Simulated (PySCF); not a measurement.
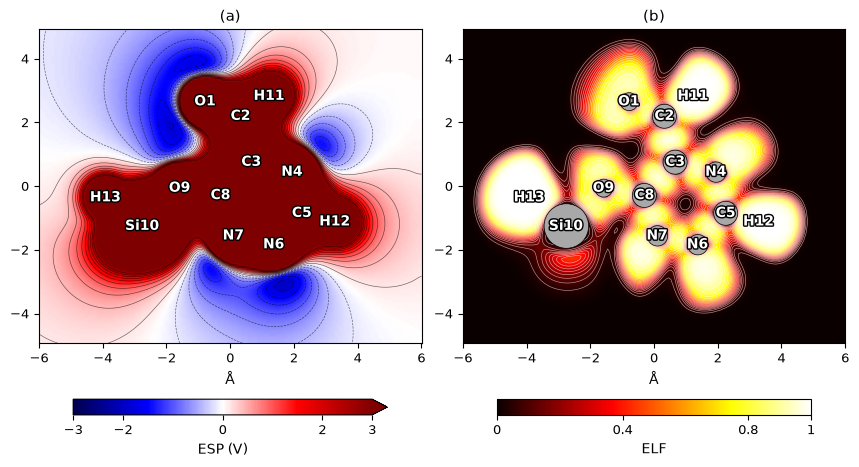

Figure. C4H5N3O2Si. (a) molecular electrostatic potential; (b) electron localisation function on the plane of atoms O1, C2 and C3. Grey discs cover the atomic cores in the ELF map.

Geometry: GFN2-xTB.

The calculation used PySCF, wB97X-D/def2-SVPD, SCF density, gas phase.

```tsv
atom	x (Å)	y (Å)	z (Å)
O	0.4748	1.1137	2.6102
C	-0.6160	0.9922	2.1276
C	-0.9083	0.4275	0.7913
N	-2.1798	0.3763	0.4298
C	-2.4413	-0.1295	-0.7684
N	-1.5402	-0.5798	-1.6179
N	-0.2866	-0.5423	-1.2902
C	0.0856	-0.0528	-0.1059
O	1.3515	-0.0359	0.1799
Si	2.5539	-0.5867	-0.8377
H	-1.5414	1.2994	2.6482
H	-3.4754	-0.1772	-1.0751
H	3.6741	-0.2951	0.0428
H	2.5166	0.2023	-2.0628
H	2.3282	-2.0040	-1.0939
```

Question: What do the fields say about this system?

Answer: Atoms in the plane: O, C, N, Si and H. C–O (1.20 Å): the ELF peaks at about 0.85 between the atoms: a short, multiple covalent bond. N–N (1.30 Å): the ELF peaks at about 0.90 between the atoms, as expected for localised, covalent bonding. C–N (1.32 Å): the ELF peaks at about 0.90 between the atoms, as expected for localised, covalent bonding. C–C (1.42 Å): the ELF peaks at about 0.95 between the atoms; a covalent bond. Si–O (1.67 Å): the ELF peaks at about 0.90 between the atoms (a shared but strongly polarised pair). The ELF also peaks beside N6, N7, N4 and O1, away from the bonds: lone-pair regions. Outside the dense part of the molecule the potential is most negative (−2.0 V) near N6.
